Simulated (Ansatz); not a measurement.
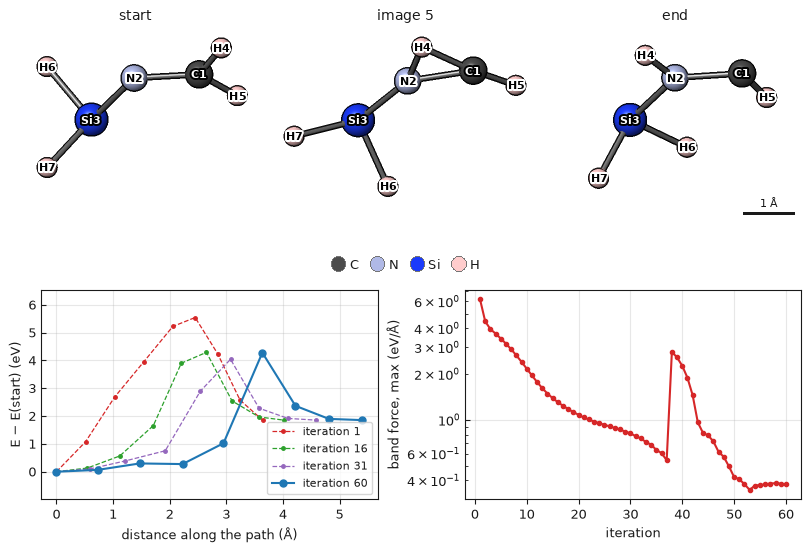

A nudged-elastic-band calculation for CH$_{4}$NSi (multiplicity 2). Images are numbered from 0 (start) to 8 (end). The plot follows the band through its iterations. Style: ball-and-stick. Shown at a tilt.

Level of theory: UKS PBE0-D4/STO-3G (Ansatz 0.2.0). Settings: 7 movable images; climbing image; force threshold 0.05 eV/Å; iteration limit 60; optimiser FIRE; largest step 0.02 Å; starting path through a guess of the saddle point.

### Did the band converge, and can the barrier be trusted?

The result isn't final. The band hadn't converged when the run stopped after 60 iterations. The largest component of the band force went from 6.2 to 0.38 eV/Å. The barrier read from it is provisional, though the highest image hardly moved in the last two iterations. The step length is far from the usual. The first iteration put the highest image at 5.54 eV. The highest point, image 5, lies 4.28 eV above the start and 2.42 eV above the end; the end is at +1.85 eV relative to the start.

Limits of the set-up: STO-3G is a minimal basis, so the numbers are rough.

The run took 7.3 min on 1 thread of Arm Neoverse V2, on a shared host, peak memory 0.1 GiB.
